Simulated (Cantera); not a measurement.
A closed system holds: 1 mol Pb, 1 mol H₂S, 110 mol H₂, equilibrated at 0.100 bar.

These are equilibrium values from Cantera (NASA tables, ideal gas, pure condensed phases), not measurements of a reactor. Candidate condensed phases: Pb, PbS, S; 10 gas species. Equilibrium is a limit: real reactors are often held back by kinetics, nucleation or transport.

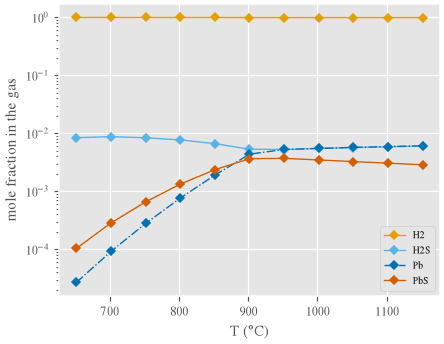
Figure: Equilibrium gas composition (values under 1e-9 drawn at 1e-9)

Problem. Read off the mole fractions at 1002 °C.

Solution. H₂ about 0.99, Pb about 0.0055, H₂S about 0.0055, PbS about 0.0035.
